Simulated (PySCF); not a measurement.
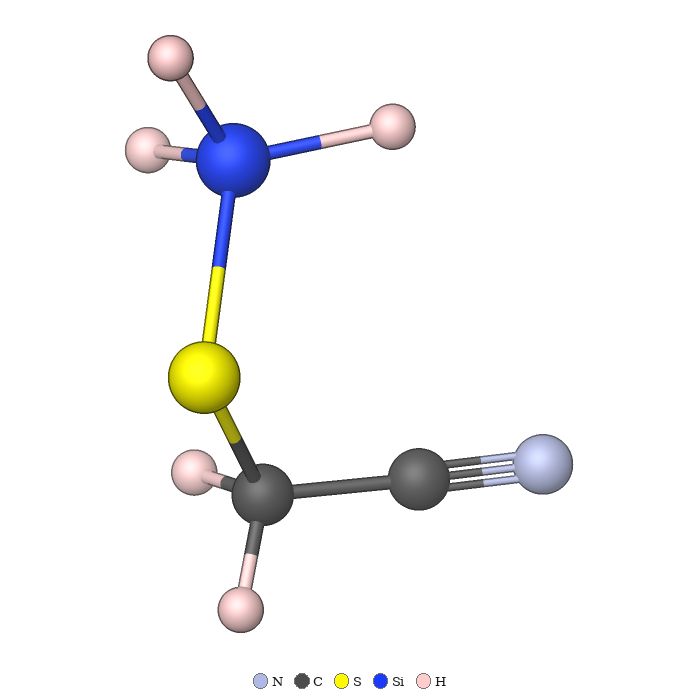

Ball-and-stick drawing of a structure. Double and triple bonds are drawn as two and three sticks.

The geometry was computed by an optimisation with PBE0-D3(BJ)/def2-SVP. No frequency run is at hand to confirm it as a minimum.

Describe the molecule.

The molecule is C₂H₅NSSi. Its SMILES string is `N#CCS[SiH3]`. It has no ring. Among its groups: nitrile, Si–H bond. The point group is C1. Coordination: 1 C linear; 1 C tetrahedral; 1 S bent; 1 Si tetrahedral.

More results for the same structure follow; atom numbers are the same in all pictures, views and colours differ.

Levels of theory compared

No frequency run is at hand to confirm it as a minimum. Program: PySCF 2.14.0.

Tabulate dipole (D), HOMO–LUMO gap (eV) at these levels: HF/def2-SVPD; PBE0/6-311+G(2d,p); PBE0/6-31G*; PBE0/IGLO-III; PBE0/aug-cc-pVDZ; PBE0/cc-pVDZ; PBE0/cc-pVTZ; PBE0/def2-SVP; PBE0/def2-TZVP; PBE0/pcSseg-0.

```csv
level,dipole (D),HOMO–LUMO gap (eV)
HF/def2-SVPD,3.27,12.54
"PBE0/6-311+G(2d,p)",3.16,6.91
PBE0/6-31G*,2.94,7.19
PBE0/IGLO-III,3.19,6.99
PBE0/aug-cc-pVDZ,3.13,6.94
PBE0/cc-pVDZ,2.90,7.20
PBE0/cc-pVTZ,3.08,7.08
PBE0/def2-SVP,2.94,7.23
PBE0/def2-TZVP,3.14,7.03
PBE0/pcSseg-0,3.08,7.25
```

Quadrupole coupling

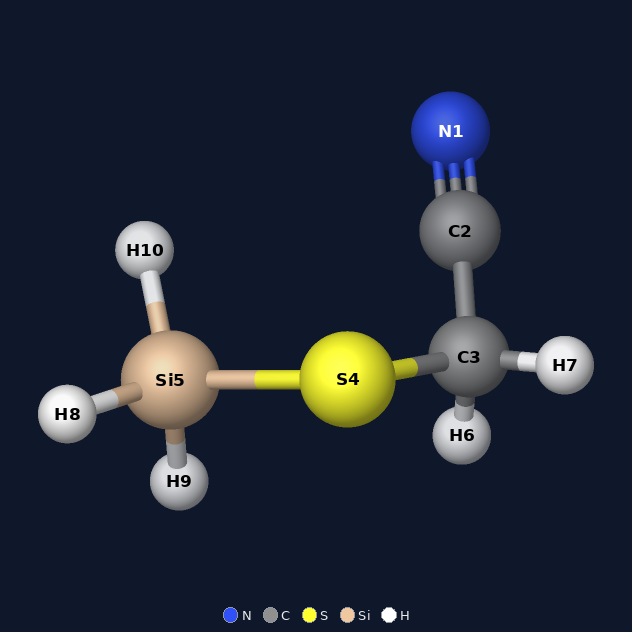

No frequency run is at hand to confirm it as a minimum. Electric field gradients from the ground-state density, PBE0/6-31G* (PySCF 2.14.0), non-relativistic apart from any core potentials.

Give the largest field-gradient component, the quadrupole coupling constant and the asymmetry for 14N at N1 (Q = 20.44 mb), 33S at S4 (Q = −67.81 mb), 2H at H6 (Q = 2.86 mb), 2H at H7 (Q = 2.86 mb), 2H at H8 (Q = 2.86 mb), 2H at H9 (Q = 2.86 mb).

```csv
atom,V_zz (a.u.),e²qQ/h (MHz),η
N1,−0.733,−3.52,0.05
S4,−2.392,38.1,0.92
H6,0.274,0.184,0.03
H7,0.275,0.185,0.04
H8,0.147,0.099,0.03
H9,0.144,0.097,0.04
```

NMR shielding

The questions are on isotropic NMR shieldings of the H atoms. No frequency run is at hand to confirm it as a minimum. Level of theory: GIAO PBE0/def2-TZVP NMR shielding, non-relativistic, gas phase (PySCF 2.14.0).

Which H atom is the most shielded (lowest chemical shift)?

H7 (28.41 ppm).

Which H atom is the least shielded (highest chemical shift)?

H10 (26.24 ppm).

How wide is the range of H shifts?

2.17 ppm.

Give the isotropic NMR shieldings of the H atoms atom by atom.

```
atom  σ (ppm)
  H6    28.40
  H7    28.41
  H8    26.59
  H9    26.61
 H10    26.24
```
